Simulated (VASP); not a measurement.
Band structure of PIr (space group I4_1md). All values below come from PBE GGA, VASP's PBE PAW potentials (set 64) (plane waves; VASP).

Unless said otherwise, spin-orbit coupling is left out, though it shifts the bands of the heavy elements here.

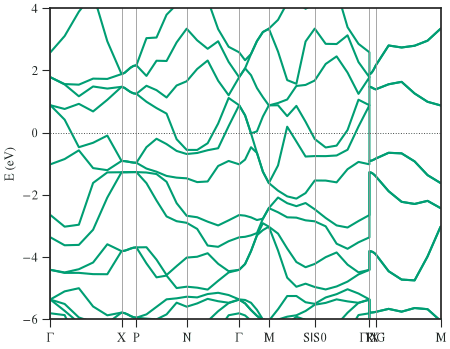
Figure: Bands along high-symmetry lines, zero at the valence-band maximum or, without a gap, the Fermi level

Q: Read the plot: is there a gap, and where are the band edges?

A: It has no gap at this level: it comes out as a metal or semimetal.

The structure was generated: PIr was put into an ordered model structure, which need not be its known phase. The cell was not relaxed at this level. The k-mesh is coarse (spacing up to 0.35 per Å, 2π included), so the numbers may not be converged in it.
